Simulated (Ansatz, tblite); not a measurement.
**ZrF4: one state, many levels**

How do method and basis change the picture of ZrF4 (singlet)?

The runs use Ansatz 0.2.0, Gaussian basis; as each input shows.

Levels to be run: GFN1-xTB, GFN2-xTB, PBE-D4/def2-TZVP, r2SCAN-D4/def2-TZVP, HSE06-D4/def2-TZVP, LC-ωPBE/def2-TZVP, BLYP-D4/def2-TZVP, ωB97X-V/def2-TZVP, HF/def2-TZVP, LDA/def2-TZVP, B3LYP-D4/def2-TZVP, PBE-D4/def2-SVP, PBE0-D4/def2-SVP, PBE0-D4/def2-TZVPD, PBE-D4/def2-TZVPD, r2SCAN-D4/def2-TZVPD, CCSD(T)/def2-TZVPP, MP2/def2-TZVP, RPA/def2-TZVP.

## 1. The structure

The singlet was relaxed beforehand with PBE-D4/def2-SVP.

5 atoms, charge 0, spin multiplicity 1.

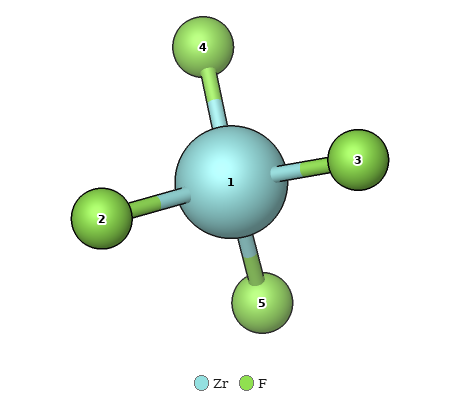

The structure; zirconium light teal, fluorine green; atoms are numbered from 1 in the order of the file.

Formally the metal is d0. Zr takes a core potential in the def2 sets. No spin-orbit coupling is included.

PBE0-D4/def2-TZVP was run before; its log isn't repeated, and its numbers join the tables.

## 2. GFN1-xTB

Tight binding, by tblite at 300 K electronic temperature and without a spin-polarisation term:

```python
tblite.interface.Calculator('GFN1-xTB', numbers, positions, charge=0, uhf=0).singlepoint()
```

Energy -604.7995 eV, HOMO -14.07 eV, LUMO -9.99 eV; 0.004 s.

## 3. GFN2-xTB

Tight binding, by tblite at 300 K electronic temperature and without a spin-polarisation term:

```python
tblite.interface.Calculator('GFN2-xTB', numbers, positions, charge=0, uhf=0).singlepoint()
```

Energy -570.0921 eV, HOMO -14.52 eV, LUMO -8.86 eV; 0.002 s.

## 4. PBE-D4/def2-TZVP

start.molden holds the orbitals of an earlier run on this state, given as this run's starting guess.

in.yaml reads:

```yaml
crystal:
  periodic: [false, false, false]
  atoms:
    - {symbol: Zr, position_ang: [-0.000007, -0.000006, 0.000025]}
    - {symbol: F, position_ang: [0.009446, -0.015571, 1.908285]}
    - {symbol: F, position_ang: [1.795993, 0.009661, -0.644961]}
    - {symbol: F, position_ang: [-0.906521, 1.561038, -0.618920]}
    - {symbol: F, position_ang: [-0.898911, -1.555123, -0.644419]}
basis:
  gaussian: {orbitals: def2-TZVP, initial_orbitals: start.molden}
hamiltonian: {xc: pbe, dispersion: d4}
scf: {omitted_lower_state_checks: [starts]}
output: {orbitals: {seedname: orbitals}}
```

Started as:

```sh
ansatz run in.yaml --threads 4 --pin off --events-out ev --progress --plain --max-ram 3916MiB
```

The log of the run:

```text
Functional definition: PBE
  name "PBE"
  cite "Perdew, Burke & Ernzerhof, Phys. Rev. Lett. 77, 3865 (1996) doi:10.1103/PhysRevLett.77.3865"
  parent pbe
  parameter kappa = 0.804
  parameter beta = 0.06672455060314922
  exchange = pbe_x(kappa = kappa, mu = beta*pi^2/3)
  correlation = pbe_c(beta = beta)
these checks for a lower state are left out or cut short: starts
945 factors; their error is unknown
mean field evaluation 1: about -12152.4773 eV, gradient 1.1e1 eV
mean field evaluation 2: about -12152.6700 eV, gradient 2.0e-1 eV
mean field evaluation 4: about -12152.6677 eV, gradient 1.3e-4 eV
mean field -12152.66771861 eV, -446.6023012850 hartree, gradient 1.1e-5 eV, S^2 0.000000; 0 other end points of the search recorded, 0 dependent functions left out
reference -12152.66780330 eV, -446.6023043971 hartree; 24, 24 occupied and 140, 140 virtual orbitals, 945 factors
Total energy: -12152.75265699 eV, -446.6054227129 hartree
Checks for a lower state left out: starts
```

Run time: 1.2 s. Hardware: 4 threads of Arm Neoverse V1, shared host.

From the report: HOMO -10.14 eV, LUMO -2.35 eV.

## 5. r2SCAN-D4/def2-TZVP

in.yaml, as its differences from that of step 4:

```diff
@@ -10,3 +10,3 @@
   gaussian: {orbitals: def2-TZVP, initial_orbitals: start.molden}
-hamiltonian: {xc: pbe, dispersion: d4}
+hamiltonian: {xc: r2scan, dispersion: d4}
 scf: {omitted_lower_state_checks: [starts]}
```

Launched as before.

The log of the run:

```text
Functional definition: r2SCAN
  name "r2SCAN"
  cite "Furness, Kaplan, Ning, Perdew & Sun, J. Phys. Chem. Lett. 11, 8208 (2020) doi:10.1021/acs.jpclett.0c02405"
  cite "Furness, Kaplan, Ning, Perdew & Sun, J. Phys. Chem. Lett. 11, 9248 (2020) doi:10.1021/acs.jpclett.0c03077"
  parent r2scan
  parameter k0 = 0.174
  parameter k1 = 0.065
  parameter a1 = 4.9479
  exchange = r2scan_x(k0 = k0, k1 = k1, a1 = a1)
  correlation = r2scan_c
these checks for a lower state are left out or cut short: starts
945 factors; their error is unknown
mean field evaluation 1: about -12158.6599 eV, gradient 5.4e0 eV
mean field evaluation 2: about -12158.7082 eV, gradient 5.7e-2 eV
mean field evaluation 4: about -12158.7087 eV, gradient 2.8e-5 eV
mean field -12158.70871953 eV, -446.8243039739 hartree, gradient 1.4e-5 eV, S^2 0.000000; 0 other end points of the search recorded, 0 dependent functions left out
reference -12158.70874993 eV, -446.8243050910 hartree; 24, 24 occupied and 140, 140 virtual orbitals, 945 factors
Total energy: -12158.72848845 eV, -446.8250304684 hartree
Checks for a lower state left out: starts
```

It took 2.4 s on 4 threads of Arm Neoverse V1, shared host.

Report: HOMO -10.64 eV, LUMO -2.19 eV.

## 6. HSE06-D4/def2-TZVP

in.yaml, as its differences from that of step 5:

```diff
@@ -10,4 +10,4 @@
   gaussian: {orbitals: def2-TZVP, initial_orbitals: start.molden}
-hamiltonian: {xc: r2scan, dispersion: d4}
+hamiltonian: {xc: hse06, dispersion: d4}
 scf: {omitted_lower_state_checks: [starts]}
-output: {orbitals: {seedname: orbitals}}
+output: {forces: true, orbitals: {seedname: orbitals}}
```

Launched as before.

The log of the run:

```text
Functional definition: HSE06
  name "HSE06"
  cite "Heyd, Scuseria & Ernzerhof, J. Chem. Phys. 118, 8207 (2003) doi:10.1063/1.1564060"
  cite "Krukau, Vydrov, Izmaylov & Scuseria, J. Chem. Phys. 125, 224106 (2006) doi:10.1063/1.2404663"
  cite "Heyd & Scuseria, J. Chem. Phys. 120, 7274 (2004) doi:10.1063/1.1668634"
  cite "Ernzerhof & Perdew, J. Chem. Phys. 109, 3313 (1998) doi:10.1063/1.476928"
  cite "Perdew, Burke & Ernzerhof, Phys. Rev. Lett. 77, 3865 (1996) doi:10.1103/PhysRevLett.77.3865"
  parent pbe
  parameter a = 0.25
  parameter omega = 0.11/bohr
  # The whole range is PBE's own exchange, as in plane waves. The composition of these papers is wPBEh.
  exchange = pbe_x - a*pbe_x_sr(omega) + a*exact_x_sr(omega)
  correlation = pbe_c
these checks for a lower state are left out or cut short: starts
1023 factors; their error is unknown
74 factors; integrals over basis functions are off by at most 6.7e-6 eV
mean field evaluation 1: about -12150.9707 eV, gradient 4.2e-1 eV
mean field evaluation 2: about -12150.9709 eV, gradient 1.8e-4 eV
mean field evaluation 4: about -12151.0446 eV, gradient 2.0e-5 eV
mean field -12151.04457100 eV, -446.5426517105 hartree, gradient 1.8e-5 eV, S^2 0.000000; 0 other end points of the search recorded, 0 dependent functions left out
the calculation of the forces begins
reference -12151.04465220 eV, -446.5426546944 hartree; 24, 24 occupied and 140, 140 virtual orbitals, 1023 factors
Total energy: -12151.11239048 eV, -446.5451440304 hartree
Atom 0 at    -0.000007    -0.000006     0.000025 Å, force     0.000054     0.000035     0.000114 eV/Å
Atom 1 at     0.009446    -0.015571     1.908285 Å, force    -0.002332     0.003783    -0.467148 eV/Å
Atom 2 at     1.795993     0.009661    -0.644961 Å, force    -0.439336    -0.002371     0.157839 eV/Å
Atom 3 at    -0.906521     1.561038    -0.618920 Å, force     0.221734    -0.381878     0.151463 eV/Å
Atom 4 at    -0.898911    -1.555123    -0.644419 Å, force     0.219880     0.380429     0.157732 eV/Å
Dipole moment:    -0.000014    -0.000011     0.000035 e Å
Checks for a lower state left out: starts
```

Wall time 2.2 s (4 threads of Arm Neoverse V1, shared host).

Report: HOMO -11.78 eV, LUMO -1.87 eV.

## 7. LC-ωPBE/def2-TZVP

in.yaml, as its differences from that of step 6:

```diff
@@ -10,4 +10,4 @@
   gaussian: {orbitals: def2-TZVP, initial_orbitals: start.molden}
-hamiltonian: {xc: hse06, dispersion: d4}
+hamiltonian: {xc: {name: LC-wPBE}}
 scf: {omitted_lower_state_checks: [starts]}
-output: {forces: true, orbitals: {seedname: orbitals}}
+output: {orbitals: {seedname: orbitals}}
```

Same command.

The log of the run:

```text
Functional definition: LC-wPBE
  name "LC-wPBE"
  cite "Vydrov & Scuseria, J. Chem. Phys. 125, 234109 (2006) doi:10.1063/1.2409292"
  cite "Heyd & Scuseria, J. Chem. Phys. 120, 7274 (2004) doi:10.1063/1.1668634"
  cite "Ernzerhof & Perdew, J. Chem. Phys. 109, 3313 (1998) doi:10.1063/1.476928"
  cite "Perdew, Burke & Ernzerhof, Phys. Rev. Lett. 77, 3865 (1996) doi:10.1103/PhysRevLett.77.3865"
  parent pbe
  parameter omega = 0.4/bohr
  exchange = pbe_x_sr(omega) + exact_x_lr(omega)
  correlation = pbe_c
these checks for a lower state are left out or cut short: starts
945 factors; their error is unknown
285 factors; integrals over basis functions are off by at most 3.5e-5 eV
mean field evaluation 1: about -12156.7748 eV, gradient 1.1e1 eV
mean field evaluation 2: about -12156.9015 eV, gradient 1.7e-1 eV
mean field evaluation 4: about -12156.8990 eV, gradient 3.0e-4 eV
mean field -12156.89902580 eV, -446.7577989559 hartree, gradient 1.3e-5 eV, S^2 0.000000; 0 other end points of the search recorded, 0 dependent functions left out
reference -12156.89902581 eV, -446.7577989564 hartree; 24, 24 occupied and 140, 140 virtual orbitals, 945 factors
Total energy: -12156.89902581 eV, -446.7577989564 hartree
Checks for a lower state left out: starts
```

Wall time 1.4 s (4 threads of Arm Neoverse V1, shared host).

From the report: HOMO -15.06 eV, LUMO 0.91 eV.

## 8. BLYP-D4/def2-TZVP

in.yaml, as its differences from that of step 7:

```diff
@@ -10,3 +10,3 @@
   gaussian: {orbitals: def2-TZVP, initial_orbitals: start.molden}
-hamiltonian: {xc: {name: LC-wPBE}}
+hamiltonian: {xc: {name: BLYP}, dispersion: d4}
 scf: {omitted_lower_state_checks: [starts]}
```

The command is unchanged.

The log of the run:

```text
Functional definition: BLYP
  name "BLYP"
  cite "Becke, Phys. Rev. A 38, 3098 (1988) doi:10.1103/PhysRevA.38.3098"
  cite "Lee, Yang & Parr, Phys. Rev. B 37, 785 (1988) doi:10.1103/PhysRevB.37.785"
  parameter beta = 0.0042
  parameter a = 0.04918
  parameter b = 0.132
  parameter c = 0.2533
  parameter d = 0.349
  exchange = b88_x(beta = beta)
  correlation = lyp_c(a = a, b = b, c = c, d = d)
these checks for a lower state are left out or cut short: starts
945 factors; their error is unknown
mean field evaluation 1: about -12160.9825 eV, gradient 1.6e1 eV
mean field evaluation 2: about -12161.2751 eV, gradient 2.7e-1 eV
mean field evaluation 4: about -12161.2754 eV, gradient 4.3e-2 eV
mean field -12161.27543520 eV, -446.9186290352 hartree, gradient 1.5e-5 eV, S^2 0.000000; 0 other end points of the search recorded, 0 dependent functions left out
reference -12161.27584674 eV, -446.9186441590 hartree; 24, 24 occupied and 140, 140 virtual orbitals, 945 factors
Total energy: -12161.45604610 eV, -446.9252663631 hartree
Checks for a lower state left out: starts
```

It took 1.2 s on 4 threads of Arm Neoverse V1, shared host.

HOMO -10.08 eV, LUMO -2.28 eV.

## 9. ωB97X-V/def2-TZVP

in.yaml, as its differences from that of step 8:

```diff
@@ -10,3 +10,3 @@
   gaussian: {orbitals: def2-TZVP, initial_orbitals: start.molden}
-hamiltonian: {xc: {name: BLYP}, dispersion: d4}
+hamiltonian: {xc: {name: wB97X-V}}
 scf: {omitted_lower_state_checks: [starts]}
```

Launched as before.

The log of the run:

```text
Functional definition: wB97X-V
  name "wB97X-V"
  cite "Mardirossian & Head-Gordon, Phys. Chem. Chem. Phys. 16, 9904 (2014) doi:10.1039/C3CP54374A"
  cite "Becke, J. Chem. Phys. 107, 8554 (1997) doi:10.1063/1.475007"
  cite "Vydrov & Van Voorhis, J. Chem. Phys. 133, 244103 (2010) doi:10.1063/1.3521275"
  parameter omega = 0.3/bohr
  parameter cx = 0.167
  parameter cx1 = 0.603
  parameter cx2 = 1.194
  parameter css0 = 0.556
  parameter css1 = -0.257
  parameter cos0 = 1.219
  parameter cos1 = -1.850
  parameter b = 6.0
  parameter c = 0.01
  exchange = spin_sum(e_x_unif_sr(omega)*poly(b97_u_x, 1 - cx, cx1, cx2)) + cx*exact_x_sr(omega) + exact_x_lr(omega)
  correlation = spin_sum(e_c_pw_same_spin*poly(b97_u_same, css0, css1))
      + integral(e_c_pw_opposite_spin*poly(b97_u_opposite, cos0, cos1)) + vv10(b, c)
these checks for a lower state are left out or cut short: starts
976 factors; their error is unknown
204 factors; integrals over basis functions are off by at most 1.3e-5 eV
mean field evaluation 1: about -12157.6337 eV, gradient 1.1e1 eV
mean field evaluation 2: about -12157.6830 eV, gradient 1.1e-1 eV
mean field evaluation 4: about -12157.7260 eV, gradient 2.0e-4 eV
mean field -12157.72599019 eV, -446.7881893367 hartree, gradient 9.1e-6 eV, S^2 0.000000; 0 other end points of the search recorded, 0 dependent functions left out
reference -12157.72598618 eV, -446.7881891895 hartree; 24, 24 occupied and 140, 140 virtual orbitals, 976 factors
Total energy: -12157.72598618 eV, -446.7881891895 hartree
Checks for a lower state left out: starts
```

It took 4.6 s on 4 threads of Arm Neoverse V1, shared host.

HOMO -14.74 eV, LUMO 0.76 eV.

## 10. HF/def2-TZVP

in.yaml, as its differences from that of step 9:

```diff
@@ -10,3 +10,3 @@
   gaussian: {orbitals: def2-TZVP, initial_orbitals: start.molden}
-hamiltonian: {xc: {name: wB97X-V}}
+hamiltonian: {xc: hf}
 scf: {omitted_lower_state_checks: [starts]}
```

Same command.

The log of the run:

```text
Functional definition: HF
  name "HF"
  cite "Fock, Z. Phys. 61, 126 (1930) doi:10.1007/BF01340294"
  parent pbe
  exchange = exact_x
  correlation = 0
these checks for a lower state are left out or cut short: starts
1243 factors; their error is unknown
mean field evaluation 1: about -12102.2437 eV, gradient 3.1e1 eV
mean field evaluation 2: about -12103.5479 eV, gradient 2.1e0 eV
mean field evaluation 4: about -12103.8751 eV, gradient 5.5e-1 eV
mean field -12103.87536617 eV, -444.8092154052 hartree, gradient 1.9e-5 eV, S^2 0.000000; 0 other end points of the search recorded, 0 dependent functions left out
reference -12103.87536617 eV, -444.8092154052 hartree; 24, 24 occupied and 140, 140 virtual orbitals, 1243 factors
Total energy: -12103.87536617 eV, -444.8092154052 hartree
Checks for a lower state left out: starts
```

Wall time 0.7 s (4 threads of Arm Neoverse V1, shared host).

Report: HOMO -17.58 eV, LUMO 1.14 eV.

## 11. LDA/def2-TZVP

in.yaml, as its differences from that of step 10:

```diff
@@ -10,3 +10,3 @@
   gaussian: {orbitals: def2-TZVP, initial_orbitals: start.molden}
-hamiltonian: {xc: hf}
+hamiltonian: {xc: lda}
 scf: {omitted_lower_state_checks: [starts]}
```

Same command.

The log of the run:

```text
Functional definition: SPW92
  name "SPW92"
  cite "Dirac, Proc. Camb. Phil. Soc. 26, 376 (1930) doi:10.1017/S0305004100016108"
  cite "Slater, Phys. Rev. 81, 385 (1951) doi:10.1103/PhysRev.81.385"
  cite "Perdew & Wang, Phys. Rev. B 45, 13244 (1992) doi:10.1103/PhysRevB.45.13244"
  exchange = slater_x
  correlation = pw_c
these checks for a lower state are left out or cut short: starts
945 factors; their error is unknown
mean field evaluation 1: about -12090.1216 eV, gradient 5.3e1 eV
mean field evaluation 2: about -12090.6691 eV, gradient 9.3e-1 eV
mean field evaluation 4: about -12090.6721 eV, gradient 4.1e-2 eV
mean field -12090.67212066 eV, -444.3240050823 hartree, gradient 9.5e-6 eV, S^2 0.000000; 0 other end points of the search recorded, 0 dependent functions left out
reference -12090.67219943 eV, -444.3240079770 hartree; 24, 24 occupied and 140, 140 virtual orbitals, 945 factors
Total energy: -12090.67219943 eV, -444.3240079770 hartree
Checks for a lower state left out: starts
```

It took 0.6 s on 4 threads of Arm Neoverse V1, shared host.

HOMO -10.44 eV, LUMO -2.68 eV.

## 12. B3LYP-D4/def2-TZVP

in.yaml, as its differences from that of step 11:

```diff
@@ -10,3 +10,3 @@
   gaussian: {orbitals: def2-TZVP, initial_orbitals: start.molden}
-hamiltonian: {xc: lda}
+hamiltonian: {xc: {name: B3LYP}, dispersion: d4}
 scf: {omitted_lower_state_checks: [starts]}
```

Launched as before.

The log of the run:

```text
Functional definition: B3LYP
  name "B3LYP"
  cite "Stephens, Devlin, Chabalowski & Frisch, J. Phys. Chem. 98, 11623 (1994) doi:10.1021/j100096a001"
  cite "Becke, Phys. Rev. A 38, 3098 (1988) doi:10.1103/PhysRevA.38.3098"
  cite "Lee, Yang & Parr, Phys. Rev. B 37, 785 (1988) doi:10.1103/PhysRevB.37.785"
  cite "Vosko, Wilk & Nusair, Can. J. Phys. 58, 1200 (1980) doi:10.1139/p80-159"
  parameter a0 = 0.2
  parameter ax = 0.72
  parameter ac = 0.81
  exchange = (1 - a0 - ax)*slater_x + ax*b88_x + a0*exact_x
  correlation = (1 - ac)*vwn_rpa_c + ac*lyp_c
these checks for a lower state are left out or cut short: starts
979 factors; their error is unknown
mean field evaluation 1: about -12162.6901 eV, gradient 7.9e0 eV
mean field evaluation 2: about -12162.7436 eV, gradient 5.2e-2 eV
mean field evaluation 4: about -12162.8038 eV, gradient 3.0e-5 eV
mean field -12162.80375544 eV, -446.9747937679 hartree, gradient 4.5e-5 eV, S^2 0.000000; 0 other end points of the search recorded, 0 dependent functions left out
reference -12162.80406386 eV, -446.9748051023 hartree; 24, 24 occupied and 140, 140 virtual orbitals, 979 factors
Total energy: -12162.94151829 eV, -446.9798564595 hartree
Checks for a lower state left out: starts
```

Wall time 1.4 s (4 threads of Arm Neoverse V1, shared host).

From the report: HOMO -11.90 eV, LUMO -1.77 eV.

## 13. PBE-D4/def2-SVP

in.yaml, as its differences from that of step 12:

```diff
@@ -9,4 +9,4 @@
 basis:
-  gaussian: {orbitals: def2-TZVP, initial_orbitals: start.molden}
-hamiltonian: {xc: {name: B3LYP}, dispersion: d4}
+  gaussian: {orbitals: def2-SVP, initial_orbitals: start.molden}
+hamiltonian: {xc: pbe, dispersion: d4}
 scf: {omitted_lower_state_checks: [starts]}
```

Launched as before.

The log of the run:

```text
Functional definition: PBE
  name "PBE"
  cite "Perdew, Burke & Ernzerhof, Phys. Rev. Lett. 77, 3865 (1996) doi:10.1103/PhysRevLett.77.3865"
  parent pbe
  parameter kappa = 0.804
  parameter beta = 0.06672455060314922
  exchange = pbe_x(kappa = kappa, mu = beta*pi^2/3)
  correlation = pbe_c(beta = beta)
these checks for a lower state are left out or cut short: starts
870 factors; their error is unknown
mean field evaluation 1: about -12138.7445 eV, gradient 1.2e1 eV
mean field evaluation 2: about -12139.1184 eV, gradient 2.7e-1 eV
mean field evaluation 4: about -12139.0832 eV, gradient 3.6e-2 eV
mean field -12139.08324507 eV, -446.1030810901 hartree, gradient 6.7e-6 eV, S^2 0.000000; 0 other end points of the search recorded, 0 dependent functions left out
reference -12139.08331807 eV, -446.1030837728 hartree; 24, 24 occupied and 63, 63 virtual orbitals, 870 factors
Total energy: -12139.16817177 eV, -446.1062020887 hartree
Checks for a lower state left out: starts
```

Run time: 0.65 s. Hardware: 4 threads of Arm Neoverse V1, shared host.

From the report: HOMO -9.87 eV, LUMO -2.17 eV.

## 14. PBE0-D4/def2-SVP

in.yaml, as its differences from that of step 13:

```diff
@@ -10,3 +10,3 @@
   gaussian: {orbitals: def2-SVP, initial_orbitals: start.molden}
-hamiltonian: {xc: pbe, dispersion: d4}
+hamiltonian: {xc: pbe0, dispersion: d4}
 scf: {omitted_lower_state_checks: [starts]}
```

Same command.

The log of the run:

```text
Functional definition: PBE0
  name "PBE0"
  cite "Adamo & Barone, J. Chem. Phys. 110, 6158 (1999) doi:10.1063/1.478522"
  cite "Perdew, Burke & Ernzerhof, Phys. Rev. Lett. 77, 3865 (1996) doi:10.1103/PhysRevLett.77.3865"
  parent pbe
  parameter a = 0.25
  parameter kappa = 0.804
  parameter beta = 0.06672455060314922
  exchange = (1 - a)*pbe_x(kappa = kappa, mu = beta*pi^2/3) + a*exact_x
  correlation = pbe_c(beta = beta)
these checks for a lower state are left out or cut short: starts
945 factors; their error is unknown
mean field evaluation 1: about -12137.7236 eV, gradient 1.0e1 eV
mean field evaluation 2: about -12137.8942 eV, gradient 1.1e-1 eV
mean field evaluation 4: about -12137.9470 eV, gradient 6.2e-5 eV
mean field -12137.94704311 eV, -446.0613264383 hartree, gradient 6.2e-5 eV, S^2 0.000000; 0 other end points of the search recorded, 0 dependent functions left out
reference -12137.94710261 eV, -446.0613286248 hartree; 24, 24 occupied and 63, 63 virtual orbitals, 945 factors
Total energy: -12138.01906055 eV, -446.0639730303 hartree
Checks for a lower state left out: starts
```

Run time: 0.75 s. Hardware: 4 threads of Arm Neoverse V1, shared host.

Report: HOMO -12.03 eV, LUMO -1.40 eV.

## 15. PBE0-D4/def2-TZVPD

in.yaml, as its differences from that of step 14:

```diff
@@ -9,3 +9,3 @@
 basis:
-  gaussian: {orbitals: def2-SVP, initial_orbitals: start.molden}
+  gaussian: {orbitals: def2-TZVPD, initial_orbitals: start.molden}
 hamiltonian: {xc: pbe0, dispersion: d4}
```

Same command.

The log of the run:

```text
Functional definition: PBE0
  name "PBE0"
  cite "Adamo & Barone, J. Chem. Phys. 110, 6158 (1999) doi:10.1063/1.478522"
  cite "Perdew, Burke & Ernzerhof, Phys. Rev. Lett. 77, 3865 (1996) doi:10.1103/PhysRevLett.77.3865"
  parent pbe
  parameter a = 0.25
  parameter kappa = 0.804
  parameter beta = 0.06672455060314922
  exchange = (1 - a)*pbe_x(kappa = kappa, mu = beta*pi^2/3) + a*exact_x
  correlation = pbe_c(beta = beta)
these checks for a lower state are left out or cut short: starts
1187 factors; their error is unknown
mean field evaluation 1: about -12151.4499 eV, gradient 6.3e0 eV
mean field evaluation 2: about -12151.5724 eV, gradient 1.3e-1 eV
mean field evaluation 4: about -12151.6296 eV, gradient 1.3e-4 eV
mean field -12151.62956680 eV, -446.5641499095 hartree, gradient 1.7e-5 eV, S^2 0.000000; 0 other end points of the search recorded, 0 dependent functions left out
reference -12151.62961909 eV, -446.5641518310 hartree; 24, 24 occupied and 176, 176 virtual orbitals, 1187 factors
Total energy: -12151.70157702 eV, -446.5667962365 hartree
Checks for a lower state left out: starts
```

Wall time 2 s (4 threads of Arm Neoverse V1, shared host).

Report: HOMO -12.21 eV, LUMO -1.48 eV.

[end of part 1 of 2]
